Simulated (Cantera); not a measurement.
Input: 1 mol Ta(OEt)₅, 0.91 mol CO₂, 4.6 mol H₂, held at 10.0 Torr.

These are equilibrium values from Cantera (NASA tables, ideal gas, pure condensed phases), not measurements of a reactor. Candidate condensed phases: C, C₆H₆, C₇H₈, C₈H₁₈, H₂O, Ta, TaC, Ta₂O₅; 113 gas species. The feed counts by its element totals alone. TaC: taken at fixed stoichiometry. Condensed phases not in the tables: Ta₂C. Rates play no part.

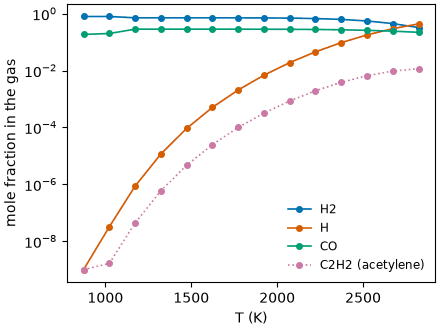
Figure. Equilibrium gas composition (values under 1e-9 drawn at 1e-9)

From 873 K to 1023 K the condensed part is C(graphite) + Ta₂O₅(s). From 1173 K to 2823 K the condensed part is C(graphite) + TaC(s).
